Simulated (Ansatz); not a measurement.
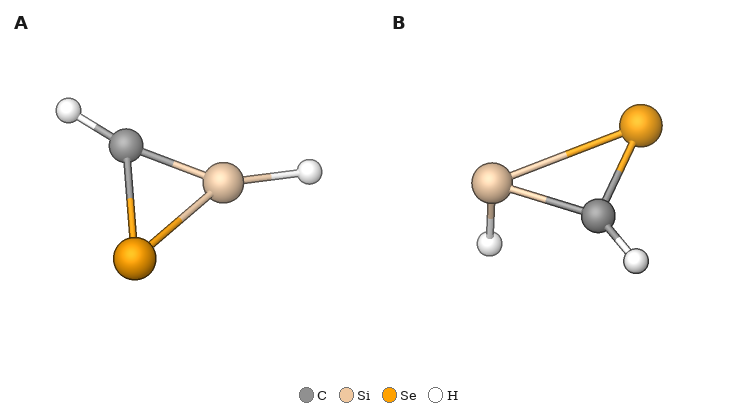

2 stationary structures of one formula. Geometries: PBE-D4/def2-SVP. Electronic energies: PBE-D4/def2-SVP (Ansatz 0.2.0), without zero-point energy. No frequency run is at hand to confirm each as a minimum.

**Rank them by energy, lowest first.**

B is lowest (C1); A lies 0.940 eV above it (Cs).
